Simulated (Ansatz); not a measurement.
**Geometry relaxation of Si2H4ClO2F (part 2 of 2)**

Continued. System: Si2H4ClO2F, SMILES O[SiH](F)O[SiH2]Cl. Method: RKS PBE0-D4/def2-TZVP (Ansatz 0.2.0). The geometry: PBE-D4/def2-SVP start.

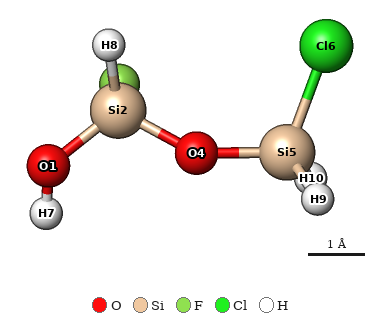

The geometry at step 15 of the log (ball-and-stick view, seen at a tilt; atoms are numbered from 1 in the order of the input).

**Trajectory as extended XYZ, continued**
```
10
Properties=species:S:1:pos:R:3:forces:R:3 step=8 energy=-35147.89085
O    -1.8459    1.7397    0.5339    0.0225  -0.0102   0.0061
Si   -0.3315    1.1678    0.5555   -0.0110  -0.0086  -0.0120
F     0.6084    2.0295   -0.3958   -0.0089  -0.0029   0.0066
O    -0.2898   -0.3590   -0.0004    0.0010   0.0194   0.0005
Si    0.6269   -1.5930   -0.5311   -0.0064   0.0001   0.0402
Cl    2.4605   -1.5452    0.3843   -0.0138  -0.0050  -0.0200
H    -2.3687    1.6856   -0.2670   -0.0029   0.0002  -0.0072
H     0.1608    1.2694    1.9319    0.0019  -0.0013  -0.0052
H    -0.0362   -2.8592   -0.1602    0.0075   0.0088  -0.0108
H     0.8407   -1.4748   -1.9880    0.0100  -0.0006   0.0020
10
Properties=species:S:1:pos:R:3:forces:R:3 step=9 energy=-35147.89089
O    -1.8482    1.7345    0.5373   -0.0233   0.0049  -0.0099
Si   -0.3321    1.1704    0.5527    0.0146   0.0059   0.0414
F     0.5997    2.0363   -0.4011    0.0083   0.0123  -0.0169
O    -0.2841   -0.3555    0.0001   -0.0061  -0.0155   0.0045
Si    0.6285   -1.5931   -0.5258   -0.0222  -0.0154  -0.0647
Cl    2.4607   -1.5611    0.3853    0.0279   0.0018   0.0259
H    -2.3714    1.6843   -0.2638   -0.0016   0.0020   0.0022
H     0.1652    1.2738    1.9271    0.0022   0.0032  -0.0005
H    -0.0424   -2.8579   -0.1666   -0.0004   0.0045   0.0091
H     0.8493   -1.4710   -1.9820    0.0006  -0.0037   0.0088
10
Properties=species:S:1:pos:R:3:forces:R:3 step=10 energy=-35147.89111
O    -1.8497    1.7311    0.5415    0.0036  -0.0014   0.0040
Si   -0.3308    1.1722    0.5526   -0.0034   0.0003  -0.0099
F     0.5928    2.0404   -0.4084   -0.0012   0.0000   0.0025
O    -0.2809   -0.3544   -0.0002   -0.0009  -0.0030  -0.0028
Si    0.6287   -1.5936   -0.5291   -0.0027   0.0003   0.0040
Cl    2.4558   -1.5691    0.3970    0.0050  -0.0015   0.0005
H    -2.3746    1.6806   -0.2584    0.0019  -0.0001   0.0016
H     0.1735    1.2792    1.9241   -0.0012   0.0018  -0.0003
H    -0.0478   -2.8562   -0.1726   -0.0012   0.0025  -0.0028
H     0.8582   -1.4698   -1.9833    0.0002   0.0010   0.0033
10
Properties=species:S:1:pos:R:3:forces:R:3 step=11 energy=-35147.89116
O    -1.8503    1.7293    0.5447   -0.0014   0.0001  -0.0026
Si   -0.3306    1.1730    0.5507    0.0022  -0.0019   0.0051
F     0.5891    2.0428   -0.4123   -0.0003   0.0009  -0.0025
O    -0.2796   -0.3536   -0.0017   -0.0015   0.0010  -0.0009
Si    0.6294   -1.5938   -0.5287   -0.0015  -0.0020  -0.0006
Cl    2.4543   -1.5742    0.4020    0.0026  -0.0007   0.0015
H    -2.3762    1.6797   -0.2546   -0.0023   0.0009   0.0009
H     0.1766    1.2813    1.9210    0.0015   0.0002  -0.0003
H    -0.0508   -2.8554   -0.1762   -0.0006   0.0012  -0.0009
H     0.8633   -1.4685   -1.9820    0.0013   0.0004   0.0003
10
Properties=species:S:1:pos:R:3:forces:R:3 step=12 energy=-35147.89124
O    -1.8524    1.7231    0.5549   -0.0007   0.0011  -0.0090
Si   -0.3295    1.1758    0.5458    0.0045  -0.0024   0.0145
F     0.5752    2.0501   -0.4274   -0.0010   0.0002  -0.0045
O    -0.2750   -0.3511   -0.0050   -0.0018   0.0047  -0.0001
Si    0.6316   -1.5942   -0.5285    0.0043  -0.0029   0.0019
Cl    2.4468   -1.5921    0.4220   -0.0051   0.0003  -0.0020
H    -2.3831    1.6756   -0.2415   -0.0046   0.0013   0.0032
H     0.1909    1.2887    1.9108    0.0013  -0.0004  -0.0013
H    -0.0613   -2.8525   -0.1896    0.0005  -0.0012  -0.0011
H     0.8821   -1.4628   -1.9783    0.0026  -0.0008  -0.0016
10
Properties=species:S:1:pos:R:3:forces:R:3 step=13 energy=-35147.89132
O    -1.8545    1.7152    0.5728    0.0099  -0.0010  -0.0167
Si   -0.3274    1.1795    0.5371    0.0009   0.0082   0.0153
F     0.5525    2.0582   -0.4552   -0.0088  -0.0078   0.0040
O    -0.2713   -0.3483   -0.0109   -0.0008   0.0032  -0.0012
Si    0.6340   -1.5948   -0.5282    0.0191  -0.0039   0.0018
Cl    2.4308   -1.6171    0.4580   -0.0165   0.0001  -0.0065
H    -2.3956    1.6705   -0.2169   -0.0025   0.0007   0.0087
H     0.2169    1.2999    1.8924   -0.0011  -0.0017  -0.0081
H    -0.0766   -2.8501   -0.2141    0.0030   0.0049  -0.0031
H     0.9164   -1.4524   -1.9716   -0.0032  -0.0027   0.0058
10
Properties=species:S:1:pos:R:3:forces:R:3 step=14 energy=-35147.89134
O    -1.8546    1.7142    0.5751    0.0113  -0.0013  -0.0124
Si   -0.3270    1.1802    0.5361   -0.0012   0.0094   0.0049
F     0.5488    2.0592   -0.4598   -0.0085  -0.0079   0.0071
O    -0.2703   -0.3477   -0.0113    0.0012   0.0028  -0.0006
Si    0.6353   -1.5944   -0.5281    0.0031  -0.0097  -0.0012
Cl    2.4278   -1.6216    0.4650   -0.0109   0.0015  -0.0080
H    -2.3980    1.6687   -0.2130   -0.0008  -0.0001   0.0083
H     0.2215    1.3021    1.8895   -0.0018  -0.0005  -0.0059
H    -0.0785   -2.8492   -0.2194    0.0036   0.0043   0.0002
H     0.9202   -1.4510   -1.9709    0.0040   0.0016   0.0076
10
Properties=species:S:1:pos:R:3:forces:R:3 step=15 energy=-35147.89137
O    -1.8541    1.7145    0.5766    0.0115  -0.0017  -0.0033
Si   -0.3265    1.1806    0.5354   -0.0034   0.0083  -0.0131
F     0.5464    2.0586   -0.4640   -0.0069  -0.0069   0.0103
O    -0.2704   -0.3477   -0.0111   -0.0006  -0.0015   0.0005
Si    0.6352   -1.5945   -0.5279   -0.0040  -0.0001  -0.0046
Cl    2.4246   -1.6238    0.4692    0.0018  -0.0013   0.0015
H    -2.4004    1.6668   -0.2093    0.0006  -0.0011   0.0052
H     0.2254    1.3038    1.8870   -0.0016   0.0008  -0.0006
H    -0.0806   -2.8491   -0.2236    0.0025   0.0028   0.0006
H     0.9256   -1.4485   -1.9691    0.0001   0.0007   0.0034
10
Properties=species:S:1:pos:R:3:forces:R:3 step=16 energy=-35147.89139
O    -1.8538    1.7135    0.5812    0.0071  -0.0012  -0.0012
Si   -0.3259    1.1818    0.5327   -0.0011   0.0070  -0.0134
F     0.5404    2.0601   -0.4720   -0.0045  -0.0053   0.0085
O    -0.2697   -0.3470   -0.0127   -0.0015  -0.0019  -0.0003
Si    0.6358   -1.5943   -0.5282   -0.0044  -0.0002   0.0022
Cl    2.4188   -1.6320    0.4797    0.0069   0.0010   0.0026
H    -2.4047    1.6636   -0.2012   -0.0005  -0.0013   0.0025
H     0.2325    1.3075    1.8813    0.0003   0.0005   0.0017
H    -0.0839   -2.8481   -0.2305   -0.0013   0.0019  -0.0036
H     0.9356   -1.4444   -1.9670   -0.0010  -0.0004   0.0008
10
Properties=species:S:1:pos:R:3:forces:R:3 step=17 energy=-35147.89141
O    -1.8531    1.7117    0.5887   -0.0013  -0.0009  -0.0015
Si   -0.3246    1.1837    0.5281    0.0036   0.0065  -0.0107
F     0.5307    2.0623   -0.4857   -0.0021  -0.0037   0.0066
O    -0.2684   -0.3459   -0.0148   -0.0022  -0.0032   0.0023
Si    0.6371   -1.5944   -0.5275   -0.0005   0.0040  -0.0020
Cl    2.4105   -1.6443    0.4972    0.0000  -0.0003   0.0018
H    -2.4121    1.6576   -0.1876    0.0008  -0.0015   0.0019
H     0.2445    1.3140    1.8717    0.0020   0.0001   0.0024
H    -0.0916   -2.8463   -0.2445    0.0007   0.0005  -0.0002
H     0.9522   -1.4379   -1.9623   -0.0009  -0.0014  -0.0007
10
Properties=species:S:1:pos:R:3:forces:R:3 step=18 energy=-35147.89142
O    -1.8528    1.7116    0.5899   -0.0038  -0.0001  -0.0009
Si   -0.3242    1.1843    0.5271    0.0049   0.0043  -0.0063
F     0.5293    2.0627   -0.4881   -0.0004  -0.0017   0.0039
O    -0.2682   -0.3456   -0.0151   -0.0029  -0.0028   0.0011
Si    0.6373   -1.5942   -0.5276   -0.0005   0.0030   0.0002
Cl    2.4084   -1.6466    0.5010    0.0001  -0.0001   0.0004
H    -2.4137    1.6555   -0.1848    0.0009  -0.0016   0.0012
H     0.2469    1.3153    1.8698    0.0015   0.0001   0.0014
H    -0.0929   -2.8458   -0.2473    0.0000  -0.0003  -0.0002
H     0.9550   -1.4367   -1.9616    0.0001  -0.0007  -0.0008
10
Properties=species:S:1:pos:R:3:forces:R:3 step=19 energy=-35147.89143
O    -1.8522    1.7121    0.5901   -0.0056   0.0015   0.0005
Si   -0.3237    1.1849    0.5264    0.0051  -0.0005   0.0026
F     0.5295    2.0627   -0.4892    0.0025   0.0021  -0.0016
O    -0.2684   -0.3452   -0.0151   -0.0033  -0.0020  -0.0009
Si    0.6371   -1.5937   -0.5277    0.0008   0.0006   0.0016
Cl    2.4068   -1.6477    0.5033    0.0003   0.0000  -0.0007
H    -2.4150    1.6522   -0.1829    0.0007  -0.0015  -0.0002
H     0.2486    1.3164    1.8688   -0.0001   0.0002  -0.0008
H    -0.0938   -2.8453   -0.2492   -0.0011  -0.0012   0.0003
H     0.9565   -1.4358   -1.9613    0.0007   0.0009  -0.0008
10
Properties=species:S:1:pos:R:3:forces:R:3 step=20 energy=-35147.89143
O    -1.8518    1.7126    0.5896   -0.0050   0.0025   0.0014
Si   -0.3233    1.1853    0.5263    0.0033  -0.0034   0.0063
F     0.5306    2.0625   -0.4891    0.0035   0.0036  -0.0041
O    -0.2687   -0.3451   -0.0147   -0.0031  -0.0006  -0.0012
Si    0.6367   -1.5934   -0.5277    0.0017  -0.0007   0.0011
Cl    2.4062   -1.6478    0.5036    0.0002  -0.0001  -0.0008
H    -2.4156    1.6495   -0.1825    0.0008  -0.0014  -0.0009
H     0.2490    1.3170    1.8687   -0.0010   0.0003  -0.0017
H    -0.0943   -2.8450   -0.2498   -0.0009  -0.0011   0.0003
H     0.9565   -1.4351   -1.9612    0.0006   0.0010  -0.0005
10
Properties=species:S:1:pos:R:3:forces:R:3 step=21 energy=-35147.89144
O    -1.8513    1.7136    0.5883   -0.0027   0.0028   0.0013
Si   -0.3228    1.1857    0.5265   -0.0001  -0.0044   0.0054
F     0.5326    2.0621   -0.4883    0.0023   0.0027  -0.0039
O    -0.2693   -0.3449   -0.0140   -0.0014   0.0013  -0.0002
Si    0.6362   -1.5930   -0.5276    0.0016  -0.0024  -0.0005
Cl    2.4062   -1.6477    0.5029   -0.0003   0.0002  -0.0007
H    -2.4158    1.6458   -0.1828    0.0015  -0.0010  -0.0006
H     0.2486    1.3178    1.8693   -0.0010   0.0002  -0.0015
H    -0.0947   -2.8447   -0.2499   -0.0003  -0.0002   0.0003
H     0.9554   -1.4342   -1.9613    0.0005   0.0008   0.0003
10
Properties=species:S:1:pos:R:3:forces:R:3 step=22 energy=-35147.89144
O    -1.8508    1.7143    0.5880   -0.0023   0.0020   0.0000
Si   -0.3225    1.1860    0.5266   -0.0005  -0.0031   0.0019
F     0.5335    2.0615   -0.4886    0.0007   0.0011  -0.0020
O    -0.2697   -0.3450   -0.0135   -0.0016   0.0010   0.0001
Si    0.6358   -1.5929   -0.5277    0.0029   0.0010   0.0005
Cl    2.4056   -1.6477    0.5031    0.0005  -0.0008   0.0004
H    -2.4161    1.6431   -0.1823    0.0020  -0.0004   0.0006
H     0.2489    1.3187    1.8692   -0.0004  -0.0001  -0.0005
H    -0.0953   -2.8447   -0.2505    0.0000   0.0001  -0.0008
H     0.9558   -1.4328   -1.9610   -0.0013  -0.0008   0.0000
```

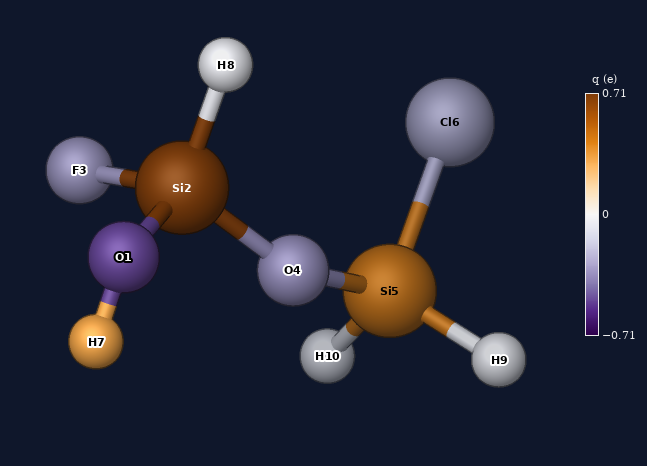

Mulliken charges, as the colour of each atom (ball-and-stick view, seen at a tilt; atoms are numbered from 1 in the order of the input; Mulliken charges depend strongly on the basis). By element: O −0.51 to −0.33, Si +0.44 to +0.68, F −0.30, Cl −0.24 and H −0.03 to +0.33 e.

This output came from the following input.

**The input**
```yaml
crystal:
  periodic: [false, false, false]
  atoms:
    - {symbol: O, position_ang: [-1.852396, 1.823146, 0.554184]}
    - {symbol: Si, position_ang: [-0.339458, 1.158489, 0.571012]}
    - {symbol: F, position_ang: [0.671008, 1.970351, -0.422269]}
    - {symbol: O, position_ang: [-0.403472, -0.403465, -0.010935]}
    - {symbol: Si, position_ang: [0.620690, -1.608123, -0.542164]}
    - {symbol: Cl, position_ang: [2.464636, -1.426090, 0.404783]}
    - {symbol: H, position_ang: [-2.362193, 1.723477, -0.268919]}
    - {symbol: H, position_ang: [0.165971, 1.237281, 1.961685]}
    - {symbol: H, position_ang: [0.020463, -2.924769, -0.166015]}
    - {symbol: H, position_ang: [0.839952, -1.489699, -2.018164]}
basis:
  gaussian: {orbitals: def2-TZVP}
hamiltonian: {xc: pbe0, dispersion: d4}
relax: {f_tol: 0.005, max_steps: 150}
```

Launch command:
```bash
ansatz run in.yaml --threads 4 --pin off --events-out ev --progress --plain --max-ram 10444MiB
```

**Results in brief**

- outcome: converged
- total energy: −35147.8915 eV
- mean-field energy: −35147.6619 eV
- dispersion energy: −0.2296 eV
- SCF solution under orbital rotations: stable
- largest force (length of the vector) at the end: 0.004 eV/Å
- dipole moment: 2.16 D
- hardware: 4 threads of Arm Neoverse N1, 15 GiB of memory available, shared host
- wall time: 2.9 min (CPU time 11 min)
- peak memory: 0.72 GiB
